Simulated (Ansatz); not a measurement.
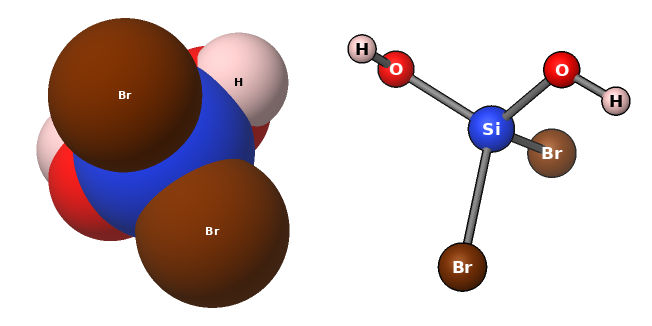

Both panels show the same species.

The geometry was computed by an optimisation with PBE0-D4/def2-TZVP.

What does the picture show?

The molecule is Br2H2O2Si. Its SMILES string is `O[Si](O)(Br)Br`. It has no ring. Among its groups: Si–O bond. The point group is C1. Coordination: 2 O bent; 1 Si tetrahedral.

More results for the same structure follow; atom numbers are the same in all pictures, views and colours differ.

**Geometry**

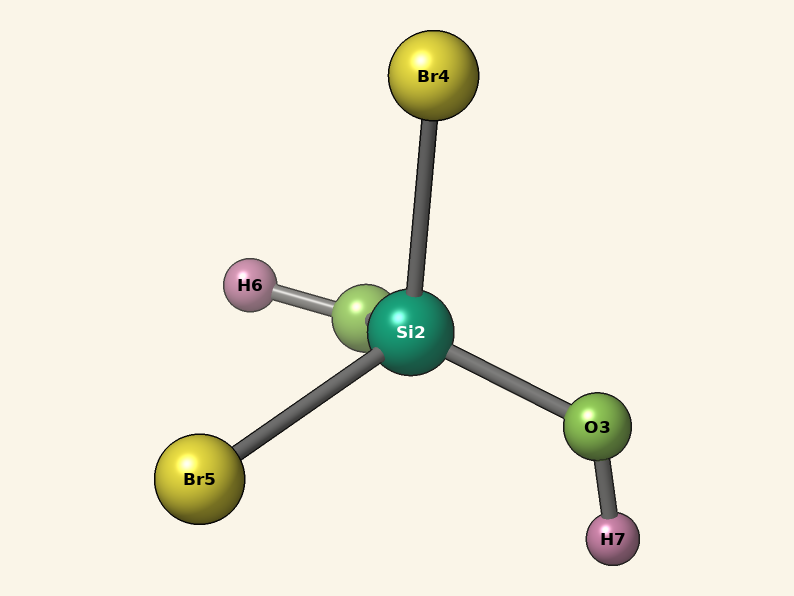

O1 lies behind Si2. The molecule seen a little off the Si2–O1 bond, Si2 in front. Depth is shown by fading: the farther an atom, the more it takes the colour of the background.

What is the torsion angle Br4–Si2–O1–H6? The sign is positive where the front bond must turn clockwise to cover the back bond.

−74°, synclinal (gauche).

**Vibrations**

Harmonic vibrations computed with RKS PBE0-D4/def2-TZVP (Ansatz 0.2.0) at a stationary point of the same level.

List the wavenumbers.

15 modes: 102, 134, 187, 238, 245, 259, 295, 410, 504, 813, 826, 915, 1007, 3904, 3917 cm⁻¹.

**Levels of theory compared**

Program: Ansatz 0.2.0.

Tabulate HOMO–LUMO gap (eV), HOMO energy (eV) at these levels: B3LYP-D4/def2-TZVPP; B97M-V/def2-TZVPP; BLYP-D4/def2-TZVPP; CAM-B3LYP-D4/def2-TZVPP; PBE-D4/def2-TZVPP; PBE0-D4/def2-QZVPP; r2SCAN-D4/def2-TZVPP; revPBE-D4/def2-TZVPP; ωB97M-V/def2-SVP; ωB97X-V/def2-TZVPP.

```
                  level  HOMO–LUMO gap (eV)  HOMO energy (eV)
    B3LYP-D4/def2-TZVPP                7.65             −8.16
      B97M-V/def2-TZVPP                6.84             −7.54
     BLYP-D4/def2-TZVPP                5.85             −6.94
CAM-B3LYP-D4/def2-TZVPP               10.51             −9.75
      PBE-D4/def2-TZVPP                5.98             −7.12
     PBE0-D4/def2-QZVPP                8.10             −8.46
   r2SCAN-D4/def2-TZVPP                6.75             −7.48
   revPBE-D4/def2-TZVPP                6.03             −7.06
       ωB97M-V/def2-SVP               12.62            −10.47
     ωB97X-V/def2-TZVPP               12.70            −10.78
```

**Charges**

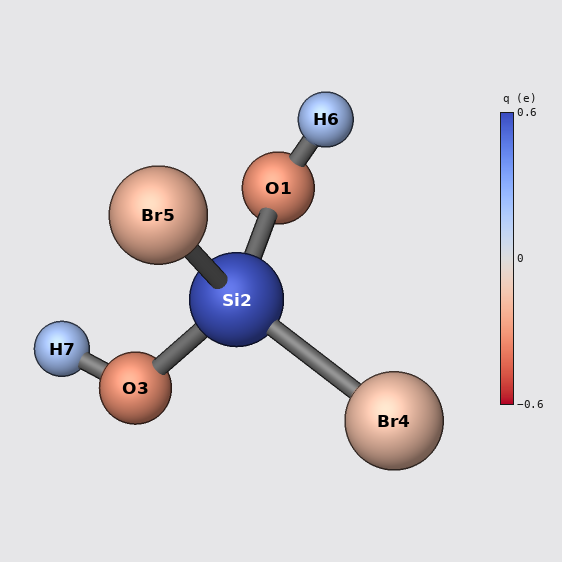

Atoms are coloured by their Mulliken charges. Properties computed with RKS PBE-D4/def2-TZVPP (Ansatz 0.2.0).

Which atom carries the highest charge (most positive or least negative)?

Si2 (0.57 e).

And the lowest?

O1, O3 (−0.31 e).

List the Mulliken charges.

```csv
atom,value (e)
O1,−0.31
Si2,0.57
O3,−0.31
Br4,−0.16
Br5,−0.19
H6,0.20
H7,0.20
```

**Thermal motion**

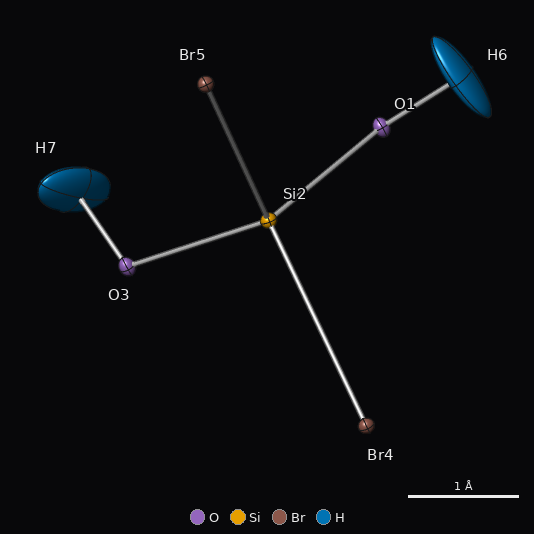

Displacement ellipsoids at the 50 % level, from the internal vibrations of the free molecule (harmonic, no overall translation or rotation; no half-axis is drawn under 0.075 Å). Vibrations computed with RKS PBE0-D4/def2-TZVP (Ansatz 0.2.0). Temperature: 0 K (zero-point motion alone).

Which atom moves most?

H7, with U_eq = 0.0468 Å².

Does H7 move more along its bond or across it?

Across it: the root-mean-square amplitude is 0.085 Å along the bond and up to 0.330 Å across, since bending and torsion are softer than stretching.

List U_eq and the three principal root-mean-square amplitudes for each kind of atom.

```csv
atom,U_eq (Å²),rms amplitudes (Å)
O1,0.0027,"0.037, 0.054, 0.062"
Si2,0.0012,"0.032, 0.034, 0.037"
O3,0.0027,"0.037, 0.054, 0.062"
Br4,0.00039,"0.011, 0.015, 0.029"
Br5,0.00040,"0.011, 0.016, 0.029"
H6,0.0382,"0.074, 0.159, 0.290"
H7,0.0468,"0.083, 0.157, 0.330"
```

Mulliken values depend strongly on the basis set and can even reverse the polarity of a bond.
